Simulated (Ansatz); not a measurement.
System: AlClH···CH$_{4}$ (doublet).

Input

```
crystal:
  periodic: [false, false, false]
  atoms:
    - { symbol: Al, position_ang: [0.0, 0.0, 0.0] }
    - { symbol: H, position_ang: [0.0, 0.0, 1.81] }
    - { symbol: H, position_ang: [1.351, 0.0, -0.78] }
    - { symbol: Cl, position_ang: [-1.9312, 0.0, -1.115] }
    - { symbol: C, position_ang: [0.0, 0.0, 3.22] }
    - { symbol: H, position_ang: [-0.5653, -0.8805, 3.5905] }
    - { symbol: H, position_ang: [1.0452, -0.0494, 3.5905] }
    - { symbol: H, position_ang: [-0.4798, 0.9298, 3.5905] }
magnetization:
  spin_polarized: true
  initial_magnetization: 1
basis:
  gaussian: { orbitals: "6-31G*" }
hamiltonian:
  xc: pbe0
  dispersion: d4
relax:
  f_tol: 0.15
  max_steps: 25
  restrain:
    - { distance: [1, 4], at: 1.11, k: 30.0 }
    - { distance: [0, 1], at: 2.76, k: 30.0 }
output:
  orbitals: {}
```

Command:

```sh
ansatz run input.yaml --threads 1 --pin off --max-ram 2048MiB --backend cpu --events-out ev --progress --plain --runs-dir out
```

The fields are those of the run's last geometry, not of the input's.

These are results of UKS PBE0-D4/6-31G* in Ansatz 0.2.0, not measurements.

### What will maps of the electron density, electron localisation function and spin density show?

Al1···H2 (2.76 Å): the density falls to about 0.08 e/Å³ on the way; the ELF dips to about 0.10 between them.
Al–Cl (2.13 Å): ρ is about 0.69 e/Å³ halfway; the ELF peaks at about 0.85 in the valence shell of Cl, 0.9 Å from its nucleus, and is about 0.80 at the midpoint.
C–H (1.10 Å): ρ at the midpoint is about 1.9 e/Å³; the ELF climbs to about 1 towards the hydrogen, as it does in any bond to H; an ordinary covalent bond to hydrogen.
Al–H (1.61 Å): ρ at the midpoint is about 0.5 e/Å³; the ELF climbs to about 1 towards the hydrogen.
The unpaired spin (1 electron) lies mostly on Al1 (about 0.7), H3 (about 0.1) and Cl4 (about 0.1), in electrons by Hirshfeld's partition.

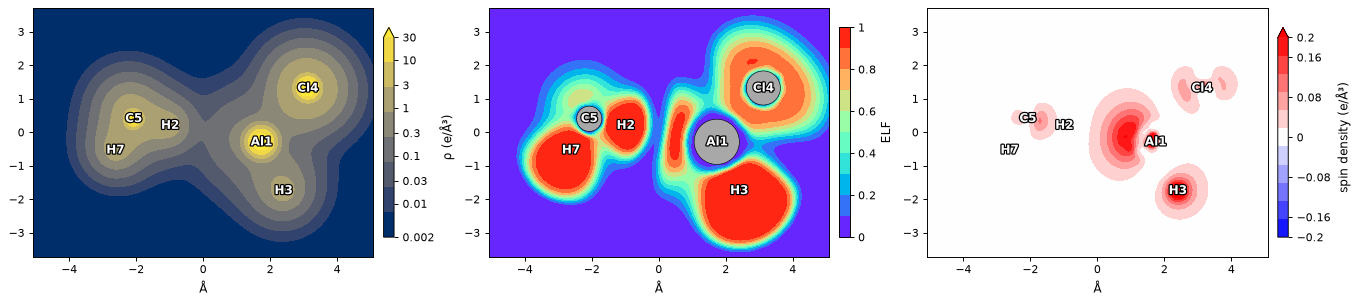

Computed electron density, electron localisation function and spin density on the plane of atoms H3, Al1 and Cl4, in this order. Grey discs cover the atomic cores in the ELF map. 
